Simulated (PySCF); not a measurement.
# C5H10N2Si: electronic excitations

What electronic excitations should C5H10N2Si (`[H]/N=C(\CN)CC#C[SiH3]`) show?

Computed with PySCF 2.14.0, with density-fitted response routines of our own, on a single molecule in the gas phase. Atoms count from 0, in the outputs and in this text.

### Step 1. Starting geometry

18 atoms, charge 0, multiplicity 1; geometry from: GFN2-xTB.

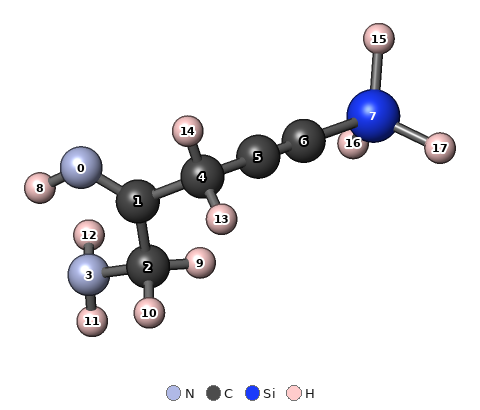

The starting geometry (nitrogen light blue, carbon dark grey, silicon blue, hydrogen pink), atoms numbered.

### Step 2. Excited states and response: CAM-B3LYP/def2-SVPD

The job: settings as JSON, then the geometry in Å.

```
{"job": {"kind": "uv", "xc": "CAM-B3LYP", "basis": "def2-SVPD", "nstates": 8, "ntriplets": 3}, "charge": 0, "multiplicity": 1}
N     -1.757787     0.445456    -1.900607
C     -1.165073     0.697166    -0.824312
C     -1.661352     0.347518     0.563377
N     -2.752783    -0.609201     0.479044
C      0.163624     1.410520    -0.879351
C      1.214719     0.579237    -0.325186
C      2.065010    -0.133186     0.146633
Si     3.376940    -1.217916     0.855921
H     -2.651549    -0.028227    -1.777545
H     -0.805333     0.004185     1.168667
H     -2.048681     1.263865     1.023746
H     -3.166725    -0.761415     1.391165
H     -2.407276    -1.501656     0.139700
H      0.101732     2.340370    -0.304453
H      0.388022     1.645556    -1.921951
H      4.201431    -1.734157    -0.238104
H      2.717819    -2.318570     1.567483
H      4.178504    -0.423228     1.790792
```

Level: TDDFT CAM-B3LYP/def2-SVPD, vertical, gas phase, core orbitals frozen in the response.

Started as:

```console
> OMP_NUM_THREADS=1 python probes_run.py task.json out
```

One launch serves the whole session: the jobs run in the order shown.

Predict these results of the whole session: lowest singlet (CAM-B3LYP/def2-SVPD); brightest single state of those computed; lowest triplet; surface potential, least and greatest.

As calculated:

| quantity | value |
| --- | --- |
| lowest singlet (CAM-B3LYP/def2-SVPD) | 5.39 eV (230 nm), f = 0.009 |
| brightest single state of those computed | state 5, 6.46 eV, f = 0.017 |
| lowest triplet | 4.61 eV |
| surface potential, least and greatest | -1.74 V and 1.52 V |

What this shows: The first singlet state (HOMO→LUMO 0.44, HOMO→LUMO+1 0.11) lies at 5.39 eV and is weak; of the 8 states computed, the strongest absorption comes from state 5 at 6.46 eV. The lowest triplet lies 0.78 eV below the lowest singlet (triplets in Tamm-Dancoff, singlets in full TDDFT).
